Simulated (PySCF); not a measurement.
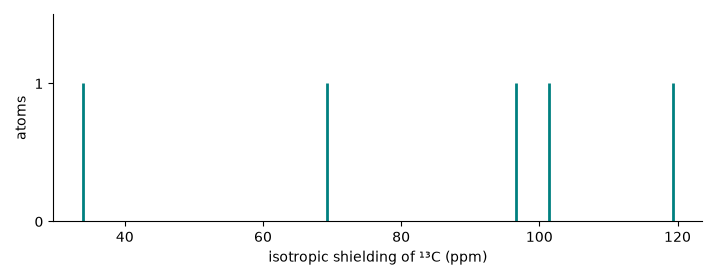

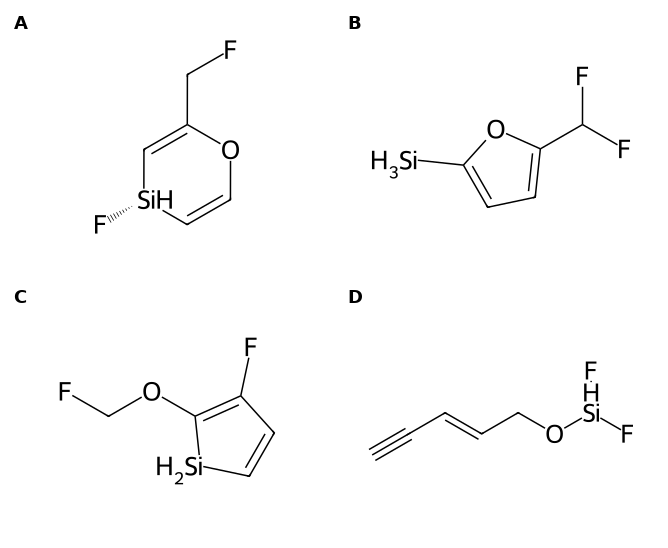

The sticks are computed shieldings of one of the molecules, for one fixed geometry (GFN2-xTB) without averaging over rotations. Low shielding means a high chemical shift. Method: GIAO PBE0/pcSseg-1 NMR shielding, non-relativistic, gas phase (PySCF 2.14.0).

**Which molecule gives this pattern?**

D, `C#C/C=C/CO[SiH](F)F`. Its 5 C atoms give lines at 33.9, 69.2, 96.6, 101.4, 119.3 ppm.

The geometry is semi-empirical. Around Si such bond lengths and angles can be off by a tenth of an ångström or more and by several degrees, and values that hang on the shape move with them.
